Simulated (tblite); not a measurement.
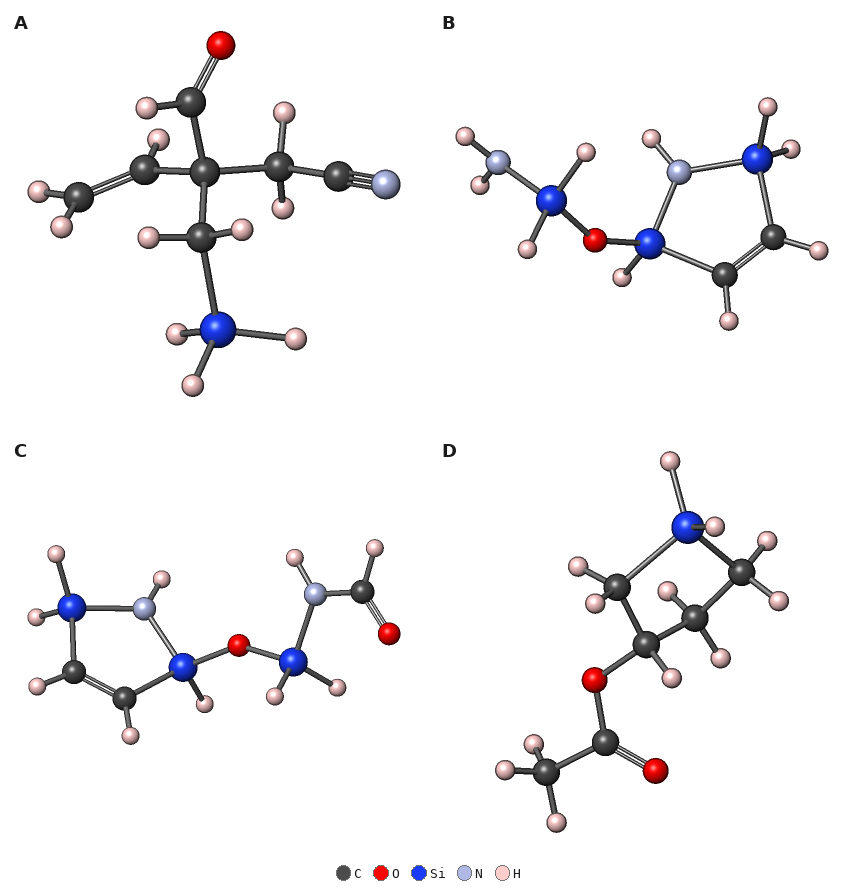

(Drawn from a calculation with tblite.)

> Which panel belongs to which SMILES?
(1) N[SiH2]O[Si@@H]1C=C[SiH2]N1
(2) CC(=O)O[C@H]1CC[SiH2]C1
(3) O=CN[SiH2]O[Si@H]1C=C[SiH2]N1
(4) C=C[C@@](C=O)(C[SiH3])CC#N

A is (4), B is (1), C is (3), D is (2).
